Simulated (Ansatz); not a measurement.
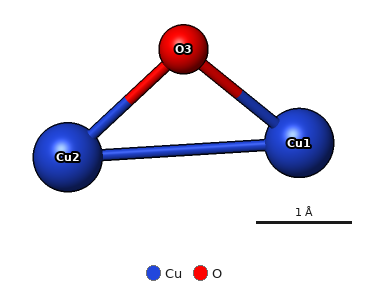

Figure 1. The input geometry of the first run (ball-and-stick view, seen at a tilt; atoms are numbered from 1 in the order of the input). Sticks mark near contacts.

## Two runs on Cu2O

System: Cu2O, multiplicity 3.
Method of the first run: UKS r2SCAN-D4/def2-TZVP (Ansatz 0.2.0).

The geometry: r2SCAN-D4/def2-TZVP start. Text and figures count atoms from 1; the logs count them from 0 in places.

## Input, the first run
```yaml
crystal:
  periodic: [false, false, false]
  atoms:
    - {symbol: Cu, position_ang: [-0.025513, -1.295827, -0.016426]}
    - {symbol: Cu, position_ang: [-0.774367, 1.039229, 0.020766]}
    - {symbol: O, position_ang: [0.799889, 0.256589, -0.004339]}
basis:
  gaussian: {orbitals: def2-TZVP}
magnetization: {spin_polarized: true, initial_magnetization: 2}
hamiltonian: {xc: r2scan, dispersion: d4}
scf: {lower_state_search: "off"}
output: {orbitals: {seedname: orbitals}}
relax: {f_tol: 0.02, max_steps: 100}
```

Command:
```bash
ansatz run in.yaml --threads 2 --pin off --events-out ev --progress --plain --max-ram 4352MiB
```

Hardware: 2 threads of Arm Neoverse V1, 23 GiB of memory available, shared host.

## Output, shortened to warnings, some set-up lines, iterations and results (the first run)
```
[...]
mean field evaluation 1: about -91315.1257 eV, gradient 5.6e1 eV
mean field evaluation 2: about -91141.8558 eV, gradient 1.5e2 eV
mean field evaluation 4: about -91321.2567 eV, gradient 5.0e1 eV
mean field evaluation 8: about -91326.3371 eV, gradient 2.2e0 eV
mean field evaluation 16: about -91326.3007 eV, gradient 1.3e-2 eV
relax step   1: F+E_penalty+E_count = -91326.31293946 eV  Δ(F+E_penalty+E_count) = +0.000e0 eV  max|allowed force component| = 1.031e0 eV/Å  Δτ_max = 0.0000 Å  (26 SCF iters, …
mean field evaluation 32: about -91326.3187 eV, gradient 6.8e-2 eV
relax step   2: F+E_penalty+E_count = -91326.33097761 eV  Δ(F+E_penalty+E_count) = -1.804e-2 eV  max|allowed force component| = 6.920e-1 eV/Å  Δτ_max = 0.0106 Å  (29 SCF …
relax step   3: F+E_penalty+E_count = -91326.34724622 eV  Δ(F+E_penalty+E_count) = -1.627e-2 eV  max|allowed force component| = 9.658e-2 eV/Å  Δτ_max = 0.0258 Å  (28 SCF …
relax step   4: F+E_penalty+E_count = -91326.34971380 eV  Δ(F+E_penalty+E_count) = -2.468e-3 eV  max|allowed force component| = 1.815e-2 eV/Å  Δτ_max = 0.0189 Å  (29 SCF …
Total energy: -91326.34973755 eV, -3356.1814496317 hartree
Atom 0 at    -0.054336    -1.294065    -0.016128 Å, force    -0.005240     0.018155     0.000284 eV/Å
Atom 1 at    -0.796788     1.021029     0.020746 Å, force     0.006296    -0.017816    -0.000289 eV/Å
Atom 2 at     0.851133     0.273027    -0.004617 Å, force    -0.001056    -0.000339     0.000006 eV/Å
Dipole moment:    -0.387474    -0.124297     0.002102 e Å
Checks for a lower state left out: stability, starts, cluster_reference, orbital_swaps, neighbouring_geometries, increment
```

For the second run the input was changed thus:
```diff
-magnetization: {spin_polarized: true, initial_magnetization: 2}
+total_charge: 1
+magnetization: {spin_polarized: true, initial_magnetization: 1}
```

Predict how the results change.

The total energies belong to different systems, so their difference says nothing on which is more stable or more accurate. The HOMO goes from −4.44 to −11.12 eV. The LUMO goes from −4.78 to −10.27 eV. On the same kind of shared host the second run took about 1.9 times as long.

## Output, shortened to warnings, some set-up lines, iterations and results (the second run)
```
[...]
mean field evaluation 1: about -91290.1915 eV, gradient 1.2e2 eV
mean field evaluation 2: about -90447.3496 eV, gradient 5.9e2 eV
mean field evaluation 4: about -91290.6873 eV, gradient 9.8e1 eV
mean field evaluation 8: about -91319.4269 eV, gradient 6.5e0 eV
mean field evaluation 16: about -91319.4676 eV, gradient 4.2e-3 eV
relax step   1: F+E_penalty+E_count = -91319.47880384 eV  Δ(F+E_penalty+E_count) = +0.000e0 eV  max|allowed force component| = 7.731e-1 eV/Å  Δτ_max = 0.0000 Å  (24 SCF …
mean field evaluation 32: about -91319.5085 eV, gradient 7.4e-4 eV
relax step   2: F+E_penalty+E_count = -91319.51970475 eV  Δ(F+E_penalty+E_count) = -4.090e-2 eV  max|allowed force component| = 5.007e-1 eV/Å  Δτ_max = 0.0341 Å  (26 SCF …
relax step   3: F+E_penalty+E_count = -91319.60371948 eV  Δ(F+E_penalty+E_count) = -8.401e-2 eV  max|allowed force component| = 3.400e-1 eV/Å  Δτ_max = 0.1175 Å  (33 SCF …
relax step   4: F+E_penalty+E_count = -91319.67590796 eV  Δ(F+E_penalty+E_count) = -7.219e-2 eV  max|allowed force component| = 2.361e-1 eV/Å  Δτ_max = 0.1950 Å  (28 SCF …
relax step   5: F+E_penalty+E_count = -91319.67205586 eV  Δ(F+E_penalty+E_count) = +3.852e-3 eV  max|allowed force component| = 5.158e-1 eV/Å  Δτ_max = 0.1128 Å  (32 SCF …
mean field evaluation 64: about -91319.7230 eV, gradient 1.1e-1 eV
relax step   6: F+E_penalty+E_count = -91319.68567844 eV  Δ(F+E_penalty+E_count) = -9.770e-3 eV  max|allowed force component| = 1.089e-1 eV/Å  Δτ_max = 0.0564 Å  (25 SCF …
relax step   7: F+E_penalty+E_count = -91319.68903378 eV  Δ(F+E_penalty+E_count) = -3.355e-3 eV  max|allowed force component| = 3.188e-3 eV/Å  Δτ_max = 0.0572 Å  (25 SCF …
Total energy: -91319.68905204 eV, -3355.9366739539 hartree
Atom 0 at     0.273562    -1.610342    -0.023329 Å, force     0.002354    -0.001858    -0.000046 eV/Å
Atom 1 at    -0.714000     1.469048     0.025719 Å, force     0.000834     0.002881     0.000029 eV/Å
Atom 2 at     0.440447     0.141285    -0.002389 Å, force    -0.003188    -0.001023     0.000017 eV/Å
Dipole moment:    -0.446350    -0.143183     0.002421 e Å
Checks for a lower state left out: stability, starts, cluster_reference, orbital_swaps, neighbouring_geometries, increment
```

## The two runs side by side

| quantity | the first run | the second run |
| --- | --- | --- |
| outcome | converged | converged |
| total energy (hartree) | −3356.181450 | −3355.936674 |
| HOMO (eV) | −4.44 | −11.12 |
| LUMO (eV) | −4.78 | −10.27 |
| dipole moment (D) | 1.95 | – |
| ⟨S²⟩ | 2.019 | 0.760 |
| largest force (eV/Å) | 0.019 | 0.003 |
| basis functions | 121 | 121 |
| wall time (shared host) | 20 s | 37 s |
